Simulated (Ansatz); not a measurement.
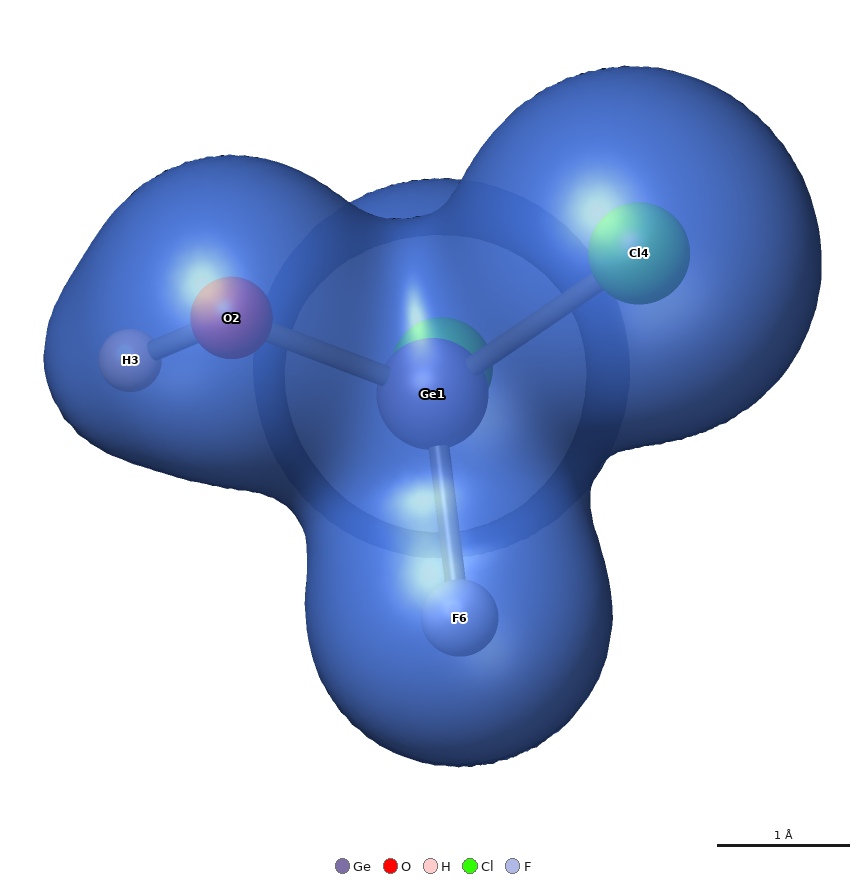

Cl₂FGeHO. Isosurface of the electron density at 0.1 e/Å³ (blue), seen from one side.

Level of theory: RKS PBE/def2-mTZVP (Ansatz).

Input

```
crystal:
  periodic: [false, false, false]
  atoms:
    - { symbol: Ge, position_ang: [0.0, 0.0, 0.0] }
    - { symbol: O, position_ang: [0.0, 0.0, 1.77] }
    - { symbol: H, position_ang: [-0.9095, -0.2814, 2.1071] }
    - { symbol: Cl, position_ang: [2.0935, 0.0, -0.7393] }
    - { symbol: Cl, position_ang: [-1.0456, 1.8115, -0.7393] }
    - { symbol: F, position_ang: [-0.7913, -1.3709, -0.5594] }
basis:
  gaussian: { orbitals: def2-mTZVP }
hamiltonian:
  xc: pbe
relax:
  f_tol: 0.02
  max_steps: 40
output:
  orbitals: {}
```

Run with:

```sh
ansatz run input.yaml --threads 4 --pin off --max-ram 5120MiB --backend cpu --events-out ev --progress --plain --runs-dir out
```

The fields are those of the run's last geometry, not of the input's.

Question: Which contacts does the surface bridge?

Answer: At this value the surface is in one piece. It bridges the sampled Ge–F (1.75 Å), Ge–O (1.77 Å), Ge–Cl (2.13 Å) and O–H (0.98 Å) contacts, where the density stays above the isovalue. On the grid the lowest density along these lines, outside the cores, is 0.94 e/Å³ (Ge–F, 1.75 Å), 0.98 e/Å³ (Ge–O, 1.77 Å), 0.74 e/Å³ (Ge–Cl, 2.13 Å) and 2.3 e/Å³ (O–H, 0.98 Å).
